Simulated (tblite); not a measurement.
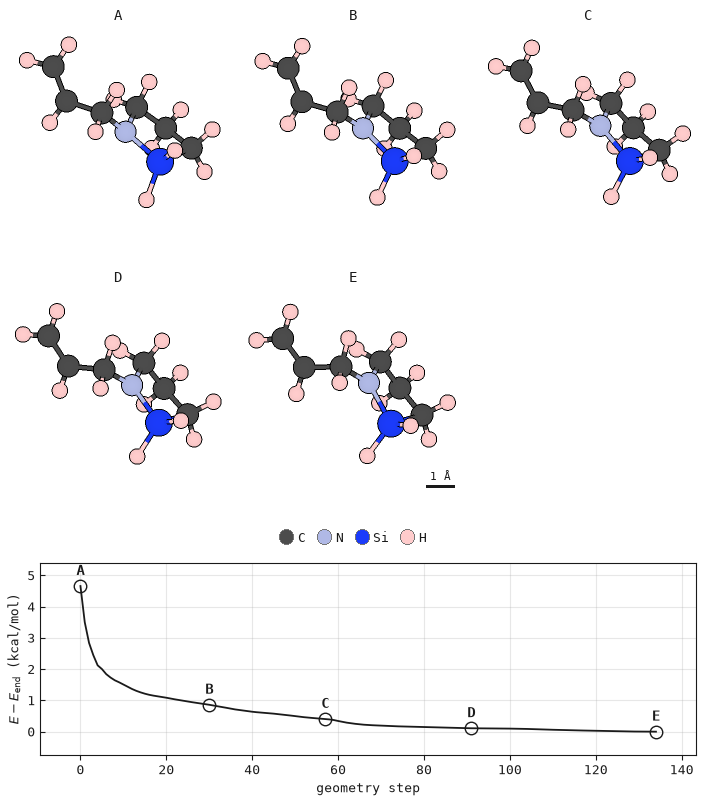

Frames of a relaxation of C6H13NSi, marked on the history of the run. Style: ball-and-stick. Shown from a free direction.

All numbers below come from GFN2-xTB geometry optimisation, gas phase (tblite). 

Q: Describe the path.

A: An H atom moves most after the best rigid fit: 0.72 Å. Largest moves by element: H 0.72 Å, N 0.55 Å, C 0.45 Å, Si 0.15 Å. Near-neighbour distances that change, for instance: C–N 1.479 → 1.439 Å, C–C 1.347 → 1.319 Å, N–Si 1.735 → 1.710 Å, C–C 1.547 → 1.527 Å. Bond angles that change, for instance: H–Si–H 115.8° → 109.5°, C–N–Si 122.4° → 128.1°, C–N–C 112.1° → 116.6°. The energy falls by 4.66 kcal/mol in 134 geometry steps. The run took 0.71 s on 1 thread of AMD EPYC 9R45 96-Core Processor, on a shared host. From step 0 to 30: an H atom moves most (0.24 Å), energy −3.80 kcal/mol. From step 30 to 57: an H atom moves most (0.31 Å), energy −0.46 kcal/mol. From step 57 to 91: H atoms move most (0.25 Å), energy −0.30 kcal/mol. From step 91 to 134: an H atom moves most (0.28 Å), energy −0.11 kcal/mol.

| step | E − E(0), kcal/mol |
| --- | --- |
| 0 | 0.00 |
| 1 | -1.16 |
| 2 | -1.82 |
| 3 | -2.21 |
| 4 | -2.54 |
| 5 | -2.66 |
| 6 | -2.82 |
| 7 | -2.93 |
| 8 | -3.02 |
| 9 | -3.08 |
| 10 | -3.15 |
| 17 | -3.51 |
| 23 | -3.65 |
| 30 | -3.80 |
| 36 | -3.95 |
| 43 | -4.06 |
| 49 | -4.14 |
| 56 | -4.24 |
| 62 | -4.37 |
| 69 | -4.46 |
| 75 | -4.49 |
| 82 | -4.52 |
| 88 | -4.54 |
| 95 | -4.56 |
| 101 | -4.56 |
| 108 | -4.59 |
| 114 | -4.62 |
| 121 | -4.64 |
| 127 | -4.65 |
| 134 | -4.66 |
